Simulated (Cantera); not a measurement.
A closed system holds: 1 mol C₆H₆, 0.24 mol H₂O, 11 mol H₂, held at 0.113 Torr.

Equilibrium computed with Cantera from the NASA thermochemical tables; the gas is ideal and each condensed phase is pure. Candidate condensed phases: C, C₆H₆, C₇H₈, C₈H₁₈, H₂O; 110 gas species. Equilibrium is a limit: real reactors are often held back by kinetics, nucleation or transport.

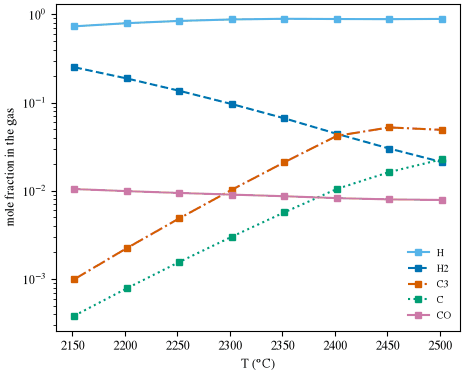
Fig. 1. Equilibrium gas composition (values under 1e-9 drawn at 1e-9)

Read off the mole fractions at 2302 °C.

H about 0.88, H₂ about 0.096, C₃ about 0.010, CO about 0.0091, C about 0.0030.
